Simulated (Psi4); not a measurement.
**One shape, several levels: quartet OH**

We compute a comparison of 6 runs (U-wB97X/aug-cc-pVTZ, UBHLYP/aug-cc-pVTZ, UBLYP/aug-cc-pVTZ, UCAM-B3LYP/aug-cc-pVTZ, UPBE0/aug-cc-pVTZ, UCCSD(T)/aug-cc-pVTZ) of quartet OH. 

The calculation is run with Psi4 1.11.

## (1) The system as given

OH has 2 atoms, charge 0, and is taken as a quartet. As SMILES of the parent species, `[OH]`. The coordinates come from a PBE0-D4/def2-TZVP relaxation. That shape belongs to the parent species and isn't relaxed for this state.

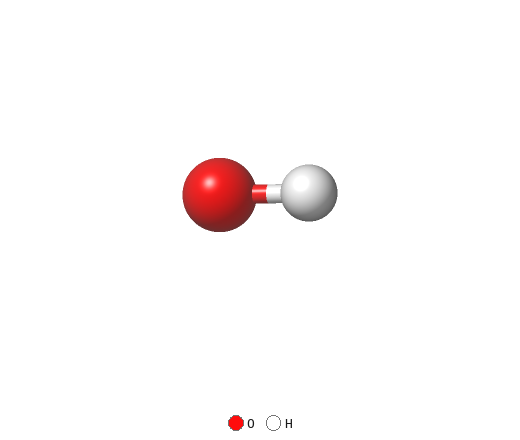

The structure, seen from a chosen angle (oxygen red, hydrogen white).

## (2) A single-point energy at U-wB97X/aug-cc-pVTZ (run 1)

Contents of input.in:

```
memory 2.2 GB

molecule {
  0 4
  O
  H 1 r2

  r2 = 0.973071
  units angstrom
  symmetry c1
  no_reorient
  no_com
}

set basis aug-cc-pVTZ
set reference uks
set puream true
set e_convergence 1e-09
set d_convergence 1e-08
set scf_type pk
set dft_radial_points 99
set dft_spherical_points 590
set maxiter 100

result, w = energy("wb97x", return_wfn=True)
oeprop(w, "QUADRUPOLE", "MULLIKEN_CHARGES", "DIPOLE")
print_variables()
```

Run with:

```sh
psi4 -i input.in -o input.out -n 1
```

input.out:

```text
[...]
  Running in c1 symmetry.
[...]
  Nuclear repulsion =    4.350574300703649
[...]
  Multiplicity = 4
[...]
  Nalpha       = 6
  Nbeta        = 3
[...]
    Number of basis functions: 69
[...]
   @UKS iter   1:   -75.43345542700986   -2.64004e-01   3.03733e-03 ADIIS/DIIS
[...]
   @UKS iter  11:   -75.46032904979359   -9.27969e-12   5.66394e-09 DIIS
[...]
   @S^2 Observed:                3.754298235E+00
[...]
  @UKS Final Energy:   -75.46032904979359
   => Energetics <=
    Nuclear Repulsion Energy =              4.3505743007036486
    One-Electron Energy =                -110.4784121089622602
    Two-Electron Energy =                  36.8769069621345125
    DFT Exchange-Correlation Energy =      -6.2093982036694806
    Empirical Dispersion Energy =           0.0000000000000000
    VV10 Nonlocal Energy =                  0.0000000000000000
    Total Energy =                        -75.4603290497935859
[...]
 Multipole Moments:
 ------------------------------------------------------------------------------------
     Multipole            Electronic (a.u.)      Nuclear  (a.u.)        Total (a.u.)
 ------------------------------------------------------------------------------------
 L = 1.  Multiply by 2.5417464519 to convert [e a0] to [Debye]
 Dipole X            :          0.0000000            0.0000000            0.0000000
 Dipole Y            :          0.0000000            0.0000000            0.0000000
 Dipole Z            :         -2.1623604            0.8578758           -1.3044846
 Magnitude           :                                                    1.3044846
 L = 2.  Multiply by 1.3450342976 to convert [e a0^2] to [Debye ang]
 Quadrupole XX       :         -7.6134549            0.0000000           -7.6134549
 Quadrupole XY       :         -0.0000000            0.0000000           -0.0000000
[...]
  Mulliken Charges: (a.u.)
   Center  Symbol    Alpha    Beta     Spin     Total
       1     O     4.97987  2.74842  2.23145  0.27171
       2     H     1.02013  0.25158  0.76855 -0.27171
   Total alpha =  6.00000, Total beta =  3.00000, Total charge =  0.00000
  Variable Map:
  ----------------------------------------------------------------------------
  "CURRENT ENERGY"              =>     -75.460329049794
  "CURRENT REFERENCE ENERGY"    =>     -75.460329049794
  "DD SOLVATION ENERGY"         =>       0.000000000000
  "DFT FUNCTIONAL TOTAL ENERGY" =>     -75.460329049794
[...]
```

Wall time 5.7 s (1 thread of Intel Xeon 6975P-C (Granite Rapids), shared host); peak memory 0.52 GiB.

## (3) Energy and forces at UBHLYP/aug-cc-pVTZ (run 2)

Contents of input.in:

```
memory 2200 MB

molecule {
  0 4
  O      0.415880    -0.133150     0.214550
  H     -0.415880     0.133150    -0.214550
  symmetry c1
  no_reorient
  no_com
}

set reference uks
set puream true
set e_convergence 1e-09
set d_convergence 1e-08
set scf_type pk
set dft_radial_points 99
set dft_spherical_points 590
set maxiter 100

e, wfn = gradient("bhhlyp/aug-cc-pVTZ", return_wfn=True)
oeprop(wfn, "QUADRUPOLE", "LOWDIN_CHARGES", "DIPOLE", title="BHHLYP")
print_variables()
```

Run with:

```sh
psi4 -i input.in -o input.out -n 1
```

input.out:

```text
[...]
  Running in c1 symmetry.
[...]
  Nuclear repulsion =    4.350574239688279
[...]
  Multiplicity = 4
[...]
  Nalpha       = 6
  Nbeta        = 3
[...]
    Number of basis functions: 69
[...]
   @UKS iter   1:   -75.43226062200245   -2.51577e-01   3.34527e-03 DIIS/ADIIS
[...]
   @UKS iter  10:   -75.46493296398612   -4.88853e-12   3.35694e-09 DIIS
[...]
   @S^2 Observed:                3.754415730E+00
[...]
  @UKS Final Energy:   -75.46493296398612
   => Energetics <=
    Nuclear Repulsion Energy =              4.3505742396882789
    One-Electron Energy =                -110.5137493000386826
    Two-Electron Energy =                  35.2006709931135049
    DFT Exchange-Correlation Energy =      -4.5024288967492190
    Empirical Dispersion Energy =           0.0000000000000000
    VV10 Nonlocal Energy =                  0.0000000000000000
    Total Energy =                        -75.4649329639861151
[...]
  -Total Gradient:
     Atom            X                  Y                   Z
    ------   -----------------  -----------------  -----------------
       1       -0.122218470304     0.039130011833    -0.063051776483
       2        0.122218625912    -0.039130061653     0.063051856760
[...]
 Multipole Moments:
 ------------------------------------------------------------------------------------
     Multipole            Electronic (a.u.)      Nuclear  (a.u.)        Total (a.u.)
 ------------------------------------------------------------------------------------
 L = 1.  Multiply by 2.5417464519 to convert [e a0] to [Debye]
 Dipole X            :         -4.5220538            5.5012951            0.9792413
 Dipole Y            :          1.4478010           -1.7613192           -0.3135183
 Dipole Z            :         -2.3329005            2.8380852            0.5051847
 Magnitude           :                                                    1.1456085
 L = 2.  Multiply by 1.3450342976 to convert [e a0^2] to [Debye ang]
 Quadrupole XX       :        -14.5443527            5.5587394           -8.9856133
 Quadrupole XY       :          2.2389160           -1.7797109            0.4592052
[...]
```

Wall time 5.4 s (1 thread of Intel Xeon 6975P-C (Granite Rapids), shared host); peak memory 0.49 GiB.

Runs 3 to 5 aren't shown in full; the table further down has their settings and results.

## (4) The energy at UCCSD(T)/aug-cc-pVTZ (run 6)

Contents of ho.xyz:

```xyz
2
HO
O      0.415880    -0.133150     0.214550
H     -0.415880     0.133150    -0.214550
```

Contents of ho.py:

```python
import psi4

psi4.set_memory(2200000000)
psi4.set_num_threads(1)
psi4.core.set_output_file('output.dat', False)

with open('ho.xyz') as f:
    atoms = ''.join(f.readlines()[2:])
mol = psi4.geometry('0 4\n' + atoms + 'symmetry c1')

psi4.set_options({
    'basis': 'aug-cc-pVTZ',
    'reference': 'uhf',
    'puream': True,
    'e_convergence': 1e-09,
    'd_convergence': 1e-08,
    'scf_type': 'pk',
    'num_frozen_docc': 1,
    'maxiter': 100,
})

e_tot = psi4.energy('ccsd(t)')
print('E =', round(e_tot, 9))
```

Run with:

```sh
python ho.py
```

output.dat:

```text
[...]
  Running in c1 symmetry.
[...]
  Nuclear repulsion =    4.350574239688279
[...]
  Multiplicity = 4
[...]
  Nalpha       = 6
  Nbeta        = 3
[...]
    Number of basis functions: 69
[...]
   @UHF iter   1:   -75.10678574877642   -4.57893e-01   5.40956e-03 ADIIS/DIIS
[...]
   @UHF iter  12:   -75.19506815574202   -5.67013e-12   3.79922e-09 DIIS
[...]
   @S^2 Observed:                3.759556761E+00
[...]
    Orbital Energies [Eh]
    ---------------------
    Alpha Occupied:
       1A    -20.945067     2A     -1.698930     3A     -0.942989
       4A     -0.930220     5A     -0.930220     6A     -0.197046
    Alpha Virtual:
       7A      0.066900     8A      0.097525     9A      0.097525
      10A      0.119013    11A      0.206230    12A      0.239263
      13A      0.239263    14A      0.363205    15A      0.531705
      16A      0.531705    17A      0.557333    18A      0.637102
      19A      0.637102    20A      0.743782    21A      0.743782
      22A      0.782223    23A      0.815074    24A      0.895753
      25A      0.895753    26A      0.936209    27A      0.936209
[...]
  @UHF Final Energy:   -75.19506815574202
   => Energetics <=
    Nuclear Repulsion Energy =              4.3505742396882789
    One-Electron Energy =                -110.4152164469346928
    Two-Electron Energy =                  30.8695740515043973
    Total Energy =                        -75.1950681557420069
  UHF NO Occupations:
  HONO-2 :    4  A 1.0000000
  HONO-1 :    5  A 1.0000000
[...]
 Multipole Moments:
 ------------------------------------------------------------------------------------
     Multipole            Electronic (a.u.)      Nuclear  (a.u.)        Total (a.u.)
 ------------------------------------------------------------------------------------
 L = 1.  Multiply by 2.5417464519 to convert [e a0] to [Debye]
 Dipole X            :          0.0000000            0.0000000            0.0000000
 Dipole Y            :         -0.0000000           -0.0000000           -0.0000000
 Dipole Z            :          2.1709865           -0.8578758            1.3131107
 Magnitude           :                                                    1.3131107
[...]
      * MP2 total energy                      =  -75.348842571988996
[...]
      * CCSD total energy                     =  -75.367230858188663
[...]
      * CCSD(T) total energy                     =  -75.371017772410227
```

The script printed:

```text
E = -75.371017772
```

It took 9.3 s on 1 thread of Intel Xeon 6975P-C (Granite Rapids), shared host; peak memory 0.49 GiB.

## (5) All runs side by side

```tsv
run	level	task	frozen core orbitals	energy (Eh)	dipole moment (D)	HOMO energy (eV)	⟨S²⟩	wall time
1	U-wB97X/aug-cc-pVTZ	energy	0	-75.460329	3.32	-5.12	3.754	5.7 s
2	UBHLYP/aug-cc-pVTZ	gradient	0	-75.464933	2.91	-4.07	3.754	5.4 s
3	UBLYP/aug-cc-pVTZ	energy	0	-75.474887	2.60	-2.63	3.752	4.2 s
4	UCAM-B3LYP/aug-cc-pVTZ	gradient	0	-75.463085	2.88	-4.49	3.753	7.2 s
5	UPBE0/aug-cc-pVTZ	energy	0	-75.413214	2.92	-3.48	3.753	4.5 s
6	UCCSD(T)/aug-cc-pVTZ	energy	1	-75.371018	–	-5.36	3.760	9.3 s
```

## (6) Summary of results

```
                                                         quantity         value
                                              run 6: total energy  -75.37102 Eh
run 6: HOMO energy (Hartree–Fock orbitals) (highest over α and β)      -5.36 eV
 run 6: LUMO energy (Hartree–Fock orbitals) (lowest over α and β)      -1.89 eV
                run 6: correlation energy (1 core orbital frozen)    -175.9 mEh
                                            run 6: (T) correction     -3.79 mEh
                         run 6: ⟨S²⟩ of the reference determinant         3.760
                                             run 6: T1 diagnostic         0.020
```

Over runs 1, 2, 3, 4, 5 the dipole moment (its size) runs from 2.60 D (UBLYP/aug-cc-pVTZ) to 3.32 D (U-wB97X/aug-cc-pVTZ). Totals of different functionals can't be ranked against each other. All runs together took 36 s, the longest 9.3 s.
